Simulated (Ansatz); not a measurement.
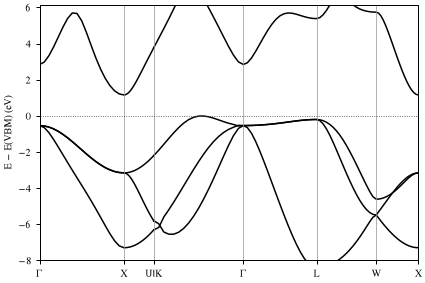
Figure: Band structure from the program Ansatz at the r²SCAN level (PAW)

Problem. Read off the gap and where the band edges lie.

Solution. About 1.2 eV (1.16 eV by a search for the band edges); maximum on the K–Γ line, 53 % of the way from K, minimum at X.

The material is GaN (rock salt, Fm-3m).

This is a known high-pressure phase of the composition, computed here at zero pressure and temperature. Symmetry was held in the r²SCAN relaxation; phonons on a q-mesh show no instability. Spin–orbit coupling is left out wherever it is not named.

Potentials: the later of the program's two PAW sets.
